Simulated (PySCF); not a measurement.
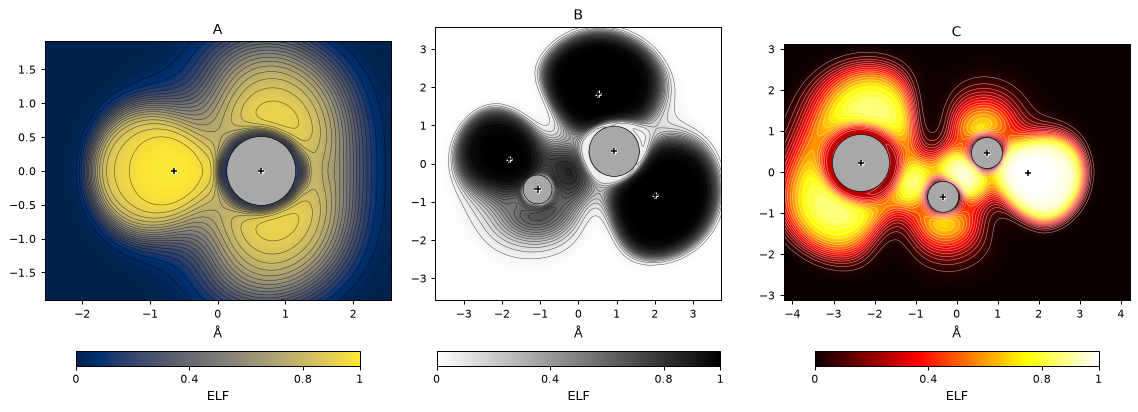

The ELF of 3 systems, each on a plane through atoms (crosses mark nuclei in the plane; grey discs cover the cores).

All numbers below come from DFT single point, gas phase, functional PBE0 in PySCF.

System 1: C$_{2}$H$_{5}$I (ethyl iodide), the plane of atoms C2, C1 and H5. Geometry: PBE0-D3(BJ)/ma-def2-SVP; core potentials replace the inner electrons of I.

```xyz
8

C    -0.7854    0.2431    0.0595
C     0.5665   -0.4020   -0.1181
I     2.1985    0.9684    0.2664
H    -0.9319    0.6066    1.0869
H    -1.5732   -0.4994   -0.1537
H    -0.9255    1.0910   -0.6265
H     0.7328   -1.2346    0.5769
H     0.7357   -0.7545   -1.1432
```

System 2: CH$_{5}$Al (charge +1, doublet), the plane of atoms Al2, C1 and H4. Geometry: PBE0-D3(BJ)/ma-def2-SVP.

```yaml
atoms:
  - { symbol: C, position_ang: [-0.0286, -0.0313, -1.0144] }
  - { symbol: Al, position_ang: [0.0488, 0.0333, 1.2224] }
  - { symbol: H, position_ang: [0.7848, 0.6962, -1.1564] }
  - { symbol: H, position_ang: [0.1481, -1.0744, -1.2992] }
  - { symbol: H, position_ang: [-1.0618, 0.3490, -1.0478] }
  - { symbol: H, position_ang: [-0.1065, 1.5375, 1.6211] }
  - { symbol: H, position_ang: [0.2270, -1.4908, 1.5583] }
```

System 3: HCl (hydrogen chloride), a plane that holds the molecular axis. Geometry: PBE0-D3(BJ)/def2-SVP.

```xyz
2

Cl    0.6454   -0.0058   -0.0056
H    -0.6397    0.0084   -0.0227
```

### Which map belongs to which system?

Panel A is system 3, HCl: the plane holds Cl and H. Cl–H (1.29 Å): the ELF climbs to about 1 towards the hydrogen, as it does in any bond to H. Panel B is system 2, CH$_{5}$Al: the plane holds C, Al and H. C–Al (2.24 Å): the ELF peaks at about 0.85 between the atoms; a polar covalent bond. Panel C is system 1, C$_{2}$H$_{5}$I: the plane holds C, I and H. C–C (1.51 Å): the ELF peaks at about 0.95 between the atoms; a covalent bond.
